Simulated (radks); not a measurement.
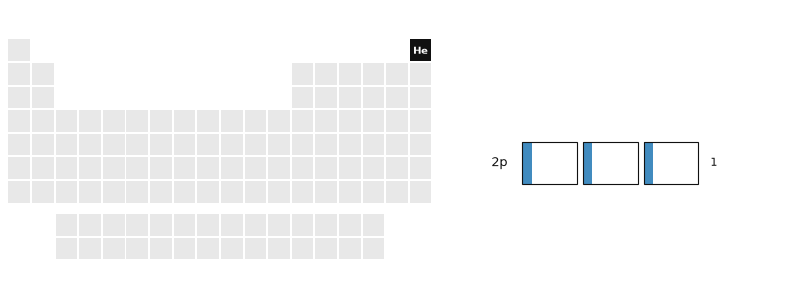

**Figure 1.** Left, the place of helium in the periodic table; right, the outer shells as the input fills them: a box for each of the 2l + 1 orbitals, shaded by the share of the shell that is filled, with the electron count at the right.

Atomic calculation for He⁺

System: He⁺, configuration 2p1.
Method: Dirac Kohn-Sham, PBE, spin-unpolarised, spherical densities, finite nucleus (radks).

Input:
```
Z 2
configuration 2p1
relativity Dirac
functional pbe,pbe
spin unpolarised
j_filling energy
nucleus finite rms 1.6755 fm
c 137.035999084
```

Energies in input and log are in hartree, lengths in bohr (the nuclear radius in fm).

Hardware: 1 thread of Arm Neoverse V2, 23 GiB of memory available, shared host.

The run was one of a batch that the task file lists, launched with:
```bash
python <driver script> task.json out
```

Output:
```
2p3/2   1   0.0000          -0.50000666
Etot -0.9031548757425442
Ekin -0.8778063480270836
Encl -0.022316840133277303
Eh 0.00030232783178600283
Exc -0.0033340154139692452
err 0.006597748982542425
it 123
```

What the run reported:

| quantity | value |
| --- | --- |
| outcome | not converged |
| total energy | −0.903155 hartree |
| kinetic energy | −0.877806 hartree |
| electron–nucleus energy | −0.022317 hartree |
| Hartree energy | 0.000302 hartree |
| exchange–correlation energy | −0.003334 hartree |
| SCF iterations | 123 |

Diagnosis:

The run did not meet its convergence test in 123 iterations, so its last values are not results.
